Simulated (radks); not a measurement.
# The series with 5 electrons, B to Fe²¹⁺

Aim: how levels and radii change as the nucleus grows at a fixed number of electrons, each ion in its NIST ground configuration.

The numbers are computed with radks (a radial shooting solver on a logarithmic mesh, Libxc functionals) version 1 (non-relativistic Kohn-Sham, PBE, spin-polarised, spherical densities, point nucleus; open shells are filled with parallel spins first), except any that are marked as measured or tabulated.

### 1 What is computed

```
electrons     : 5
ions          : B, O³⁺, Si⁹⁺, Cl¹²⁺, Ca¹⁵⁺, V¹⁸⁺, Fe²¹⁺
configuration : NIST ground configuration of each
```

### 2 B, [He] 2s2 2p1

Settings of this run:

```text
Z 5
configuration [He] 2s2 2p1
relativity non-relativistic
functional pbe,pbe
spin polarised
nucleus point
```

### 3 O³⁺, [He] 2s2 2p1

Settings of this run:

```text
Z 8
configuration [He] 2s2 2p1 3s0 3p0 3d0
relativity non-relativistic
functional pbe,pbe
spin polarised
nucleus point
```

### 4 Si⁹⁺, [He] 2s2 2p1

Settings, as their differences from step 3:

```diff
@@ -1,2 +1,2 @@
-Z 8
+Z 14
 configuration [He] 2s2 2p1 3s0 3p0 3d0
```

### 5 Cl¹²⁺, [He] 2s2 2p1

Settings, as their differences from step 4:

```diff
@@ -1,2 +1,2 @@
-Z 14
+Z 17
 configuration [He] 2s2 2p1 3s0 3p0 3d0
```

### 6 Ca¹⁵⁺, [He] 2s2 2p1

Settings, as their differences from step 5:

```diff
@@ -1,2 +1,2 @@
-Z 17
+Z 20
 configuration [He] 2s2 2p1 3s0 3p0 3d0
```

### 7 V¹⁸⁺, [He] 2s2 2p1

Settings, as their differences from step 6:

```diff
@@ -1,2 +1,2 @@
-Z 20
+Z 23
 configuration [He] 2s2 2p1 3s0 3p0 3d0
```

### 8 Fe²¹⁺, [He] 2s2 2p1

Settings, as their differences from step 7:

```diff
@@ -1,2 +1,2 @@
-Z 23
+Z 26
 configuration [He] 2s2 2p1 3s0 3p0 3d0
```

Before running it: what results should come out? Wanted: for each run, ion; E; ε(1s down); ε(2s up); ε(2s down); ε(2p up); ε(2p down, empty); <r>(2p up).

As calculated:

```
  ion  E (hartree)  ε(1s down) (eV)  ε(2s up) (eV)  ε(2s down) (eV)  ε(2p up) (eV)  ε(2p down, empty) (eV)  <r>(2p up) (bohr)
    B    -24.60538          -180.22         -9.903           -8.701         -4.021                  -2.946              2.255
  O³⁺    -71.15409          -585.63        -80.664          -77.790        -66.268                 -63.286             0.9131
 Si⁹⁺   -238.56414          -2133.8        -407.34          -401.37        -376.43                 -369.64             0.4318
Cl¹²⁺   -359.40052          -3275.6        -662.63          -655.13        -623.54                 -614.85             0.3425
Ca¹⁵⁺   -504.98834          -4662.3        -979.16          -970.14        -931.92                 -921.32             0.2839
 V¹⁸⁺   -675.32699          -6293.9        -1356.9          -1346.4        -1301.6                 -1289.0             0.2424
Fe²¹⁺   -870.41617          -8170.5        -1795.9          -1783.9        -1732.4                 -1718.0             0.2116
```

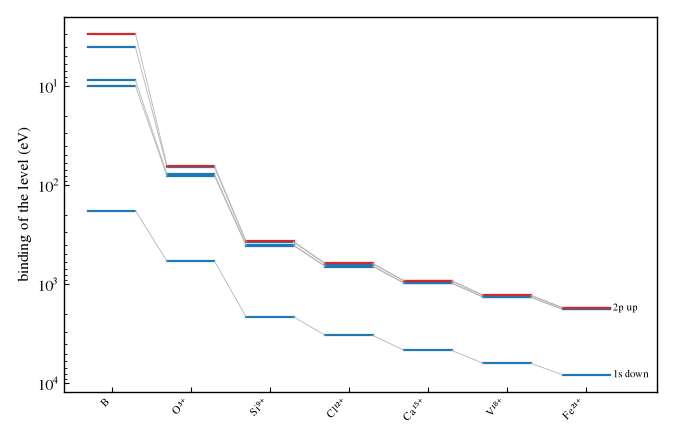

The outer levels along the series, on a logarithmic scale; empty levels red.

Between B and Fe²¹⁺, 2p up binds 431 times more strongly and its mean radius falls by a factor 10.7. The order of these tabulated levels, which need not hold every outer shell, does not change along the series.
